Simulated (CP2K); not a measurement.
# CH5FGeOSi (SMILES [F][GeH]1[O]C[SiH2]1) at MNDO

What is the vertical electron affinity of CH5FGeOSi at MNDO? 

The results are computed with CP2K 2026.2.

3 further runs of the same task are left out: 2 that didn't finish, 1 set aside as unsound or not needed.

## 1. The molecule

The species is CH5FGeOSi (10 atoms), meant as a singlet with charge 0. SMILES: `[F][GeH]1[O]C[SiH2]1`. The shape comes from a force field and isn't a relaxed structure.

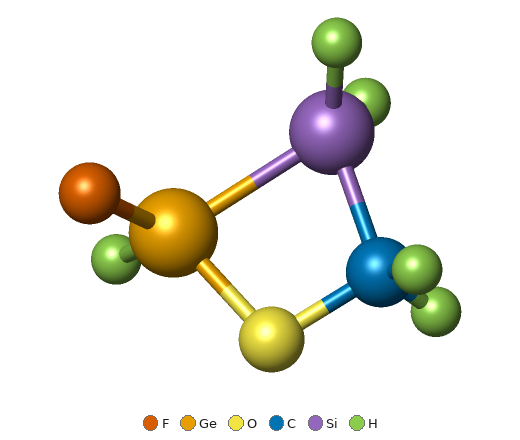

Viewed from a chosen angle; fluorine orange, germanium amber, oxygen yellow, carbon blue, silicon purple, hydrogen green.

## 2. Energy and forces at MNDO

Input file mol.inp:

```
&GLOBAL
  PROJECT_NAME mol
  RUN_TYPE ENERGY_FORCE
  PRINT_LEVEL MEDIUM
&END GLOBAL

&FORCE_EVAL
  METHOD QS
  &DFT
    &QS
      METHOD MNDO
      EPS_DEFAULT 1.0E-10
      &SE
        &COULOMB
          CUTOFF [angstrom] 50
          RC_RANGE [angstrom] 0
        &END COULOMB
        &EXCHANGE
          CUTOFF [angstrom] 50
          RC_RANGE [angstrom] 0
        &END EXCHANGE
      &END SE
    &END QS
    &POISSON
      PERIODIC NONE
      POISSON_SOLVER ANALYTIC
    &END POISSON
    &SCF
      SCF_GUESS ATOMIC
      EPS_SCF 1.0E-07
      MAX_SCF 100
      ADDED_MOS 4
      &DIAGONALIZATION
        ALGORITHM STANDARD
      &END DIAGONALIZATION
      &MIXING
        METHOD DIRECT_P_MIXING
        ALPHA 0.4
      &END MIXING
    &END SCF
    &PRINT
      &MOMENTS
        PERIODIC F
        REFERENCE COM
        MAX_MOMENT 1
      &END MOMENTS
      &MO ON
        ENERGIES T
        OCCUPATION_NUMBERS T
        NDIGITS 6
        &EACH
          QS_SCF 0
        &END EACH
        ADD_LAST NUMERIC
      &END MO
      &HIRSHFELD OFF
      &END HIRSHFELD
    &END PRINT
  &END DFT
  &SUBSYS
    &CELL
      ABC 13.8 13.6 13.7
      PERIODIC NONE
    &END CELL
    &COORD
      UNIT bohr
      F     -3.4701041    -0.8809903     3.6469824
      Ge    -2.5955388     0.2993326     0.6479871
      O     -1.3590910    -2.2168377    -1.2566679
      C      1.4371367    -1.5063007    -1.3010764
      Si     1.4641598     1.4552781     0.5665399
      H     -4.4629662     2.0288100    -0.8345031
      H      1.9535989    -1.1793781    -3.2652578
      H      2.5384691    -2.9933262    -0.4202751
      H      2.7227174     1.1727640     3.1365674
      H      1.9286545     3.7240833    -0.9146274
    &END COORD
    &TOPOLOGY
      &CENTER_COORDINATES
      &END CENTER_COORDINATES
    &END TOPOLOGY
  &END SUBSYS
  &PRINT
    &FORCES ON
    &END FORCES
  &END PRINT
&END FORCE_EVAL
```

Started as:

```sh
$ OMP_NUM_THREADS=1 cp2k.psmp -i mol.inp > mol.out 2>&1
```

What it wrote:

```text
CP2K| version string:                                       CP2K version 2026.2
[...]
 GLOBAL| Method name                                                        CP2K
[...]
 GLOBAL| Run type                                                   ENERGY_FORCE
[...]
                             - Atoms:                                         10
[...]
                             - Spherical basis functions:                     25
[...]
 Number of electrons:                                                         30
[...]
     1 P_Mix/Diag. 0.40E+00    0.0     0.82541947       -36.9085832198 -3.69E+01
[...]
    27 DIIS/Diag.  0.20E-06    0.0     0.00000004       -42.8850421955 -3.34E-13
  *** SCF run converged in    27 steps ***
  Core-core repulsion energy [eV]:                           2036.44788971727553
  Core Hamiltonian energy [eV]:                             -1920.64093405218250
  Two-electron integral energy [eV]:                        -2565.53660110089277
  Electronic energy [eV]:                                   -3203.40923460262866
  Total energy [eV]:                                        -1166.96134488535336
  Atomic reference energy [eV]:                              1164.36310433868471
  Heat of formation [kcal/mol]:                               -59.91685515243408
[...]
 SE_DIPOLE| Moment [Debye]         -0.83314122      -2.45651344       0.61280875
 SE_DIPOLE| Derivative [a.u.]       0.00000000       0.00000000       0.00000000
 ENERGY| Total FORCE_EVAL ( QS ) energy [hartree]            -42.885042195462908
 FORCES| Atomic forces [hartree/bohr]
 FORCES|   Atom     x               y               z               |f|
 FORCES|      1 -5.45061188E-03  1.55530434E-03 -1.93312507E-02   2.01451084E-02
 FORCES|      2 -3.08970893E-02  2.40378994E-02  1.65297242E-02   4.24933232E-02
 FORCES|      3  9.88897253E-02  9.05505939E-03 -5.02557185E-03   9.94305197E-02
 FORCES|      4 -9.84232641E-02 -2.84690894E-03  9.28642501E-03   9.89013725E-02
 FORCES|      5  2.62623266E-02  2.06382435E-02  2.51747075E-02   4.18259822E-02
 FORCES|      6  4.06486671E-03 -1.64763258E-02  1.31020119E-02   2.14395701E-02
 FORCES|      7  6.11979123E-03 -4.27355802E-03 -1.30418614E-02   1.50268191E-02
 FORCES|      8  6.73692367E-03 -1.49696086E-02  1.15471158E-03   1.64562657E-02
 FORCES|      9 -1.17281130E-02  6.83358744E-03 -4.37716550E-02   4.58279863E-02
 FORCES|     10  4.42544471E-03 -2.35536927E-02  1.59227586E-02   2.87731688E-02
 FORCES| Sum     4.44089210E-16 -6.93889390E-18  4.44089210E-16
 FORCES| Total atomic force                                       6.28075315E-16
[...]
```

Wall time 1.2 s (1 thread of Intel Xeon Platinum 8488C (Sapphire Rapids), shared host); peak memory 0.18 GiB.

## 3. The doublet anion at the same level

Input file job.inp:

```
&GLOBAL
  PROJECT job
  RUN_TYPE ENERGY_FORCE
  PRINT_LEVEL MEDIUM
&END

&FORCE_EVAL
  METHOD Quickstep
  &DFT
    CHARGE -1
    MULTIPLICITY 2
    UKS T
    &QS
      METHOD MNDO
      EPS_DEFAULT 1.0E-10
      &SE
        &COULOMB
          CUTOFF [angstrom] 50
          RC_RANGE [angstrom] 0
        &END
        &EXCHANGE
          CUTOFF [angstrom] 50
          RC_RANGE [angstrom] 0
        &END
      &END
    &END
    &POISSON
      PERIODIC NONE
      POISSON_SOLVER ANALYTIC
    &END
    &SCF
      SCF_GUESS ATOMIC
      EPS_SCF 1.0E-07
      MAX_SCF 80
      ADDED_MOS 4
      &DIAGONALIZATION
        ALGORITHM STANDARD
      &END
      &MIXING
        METHOD DIRECT_P_MIXING
        ALPHA 0.4
      &END
    &END
    &PRINT
      &MOMENTS
        PERIODIC F
        REFERENCE COM
        MAX_MOMENT 1
      &END
      &MO ON
        ENERGIES T
        OCCUPATION_NUMBERS T
        NDIGITS 6
        &EACH
          QS_SCF 0
        &END
        ADD_LAST NUMERIC
      &END
      &HIRSHFELD OFF
      &END
    &END
  &END
  &SUBSYS
    &CELL
      ABC 13.8 13.6 13.7
      PERIODIC NONE
    &END
    &COORD
      UNIT bohr
      F     -3.4701041    -0.8809903     3.6469824
      Ge    -2.5955388     0.2993326     0.6479871
      O     -1.3590910    -2.2168377    -1.2566679
      C      1.4371367    -1.5063007    -1.3010764
      Si     1.4641598     1.4552781     0.5665399
      H     -4.4629662     2.0288100    -0.8345031
      H      1.9535989    -1.1793781    -3.2652578
      H      2.5384691    -2.9933262    -0.4202751
      H      2.7227174     1.1727640     3.1365674
      H      1.9286545     3.7240833    -0.9146274
    &END
    &TOPOLOGY
      &CENTER_COORDINATES
      &END
    &END
  &END
  &PRINT
    &FORCES ON
    &END
  &END
&END
```

Started as:

```sh
$ OMP_NUM_THREADS=1 cp2k.psmp -i job.inp -o job.out
```

What it wrote:

```text
CP2K| version string:                                       CP2K version 2026.2
[...]
 GLOBAL| Method name                                                        CP2K
[...]
 GLOBAL| Run type                                                   ENERGY_FORCE
[...]
                             - Atoms:                                         10
[...]
                             - Spherical basis functions:                     25
[...]
 Number of electrons:                                                         16
[...]
     1 P_Mix/Diag. 0.40E+00    0.0     0.43556567       -37.1717113485 -3.72E+01
[...]
    38 DIIS/Diag.  0.73E-07    0.0     0.00000009       -42.9113518460 -1.63E-13
  *** SCF run converged in    38 steps ***
  Core-core repulsion energy [eV]:                           2036.44788971727553
  Core Hamiltonian energy [eV]:                             -1945.11521823196745
  Two-electron integral energy [eV]:                        -2518.01987673910617
  Electronic energy [eV]:                                   -3204.12515660152076
  Total energy [eV]:                                        -1167.67726688424500
  Atomic reference energy [eV]:                              1164.36310433868471
  Heat of formation [kcal/mol]:                               -76.42640995982910
[...]
 SE_DIPOLE| Moment [Debye]          2.12764676       0.61383202       0.72483659
 SE_DIPOLE| Derivative [a.u.]       0.00000000       0.00000000       0.00000000
 ENERGY| Total FORCE_EVAL ( QS ) energy [hartree]            -42.911351845963125
 FORCES| Atomic forces [hartree/bohr]
 FORCES|   Atom     x               y               z               |f|
 FORCES|      1 -1.77071447E-02 -8.69916582E-03 -7.58999160E-03   2.11382694E-02
 FORCES|      2 -7.85147649E-03  4.54921564E-02  1.46437940E-02   4.84316289E-02
 FORCES|      3  9.77281140E-02 -1.93425867E-03 -1.15449849E-02   9.84266849E-02
 FORCES|      4 -1.05938299E-01  4.33048541E-03  1.52334884E-02   1.07115524E-01
 FORCES|      5  3.33417608E-02  1.30266129E-02  1.83238085E-02   4.02135252E-02
 FORCES|      6 -7.89861563E-03 -1.96384627E-02  9.20208742E-03   2.30810693E-02
 FORCES|      7  6.97397853E-03 -4.85973503E-03 -1.49063019E-02   1.71595815E-02
 FORCES|      8  7.78394802E-03 -1.66847524E-02  1.04369319E-03   1.84407187E-02
 FORCES|      9 -1.03541300E-02  6.36758760E-03 -3.70259174E-02   3.89701519E-02
 FORCES|     10  3.92186406E-03 -1.74004676E-02  1.26203243E-02   2.18501688E-02
 FORCES| Sum    -8.32667268E-16 -3.53883589E-16  3.33066907E-16
 FORCES| Total atomic force                                       9.64106809E-16
[...]
```

Wall time 1.4 s (1 thread of Intel Xeon Platinum 8488C (Sapphire Rapids), shared host); peak memory 0.19 GiB.

## 4. Results

Level: MNDO.

| quantity | value |
| --- | --- |
| singlet CH5FGeOSi: total energy | -42.88504 Eh |
| singlet CH5FGeOSi: dipole moment | 2.67 D |
| singlet CH5FGeOSi: HOMO energy | -9.51 eV |
| singlet CH5FGeOSi: LUMO energy | -0.51 eV |
| singlet CH5FGeOSi: HOMO–LUMO gap | 9.00 eV |
| singlet CH5FGeOSi: heat of formation at this unrelaxed shape | -59.9 kcal/mol |
| singlet CH5FGeOSi: largest force on an atom | 5.113 eV/Å |
| doublet anion: total energy | -42.91135 Eh |
| doublet anion: HOMO energy (highest over α and β) | -0.92 eV |
| doublet anion: LUMO energy (lowest over α and β) | 6.43 eV |
| doublet anion: heat of formation at this unrelaxed shape | -76.4 kcal/mol |
| doublet anion: largest force on an atom | 5.508 eV/Å |
| vertical electron affinity (to the doublet anion) | 0.716 eV |

**Reading.** At fixed nuclei the extra electron is bound by 0.72 eV (16.5 kcal/mol). The largest force (singlet CH5FGeOSi) is 5.11 eV/Å: the shape isn't a stationary point for this species at this level. A minimal valence basis can't be trusted even for the sign of an electron affinity.
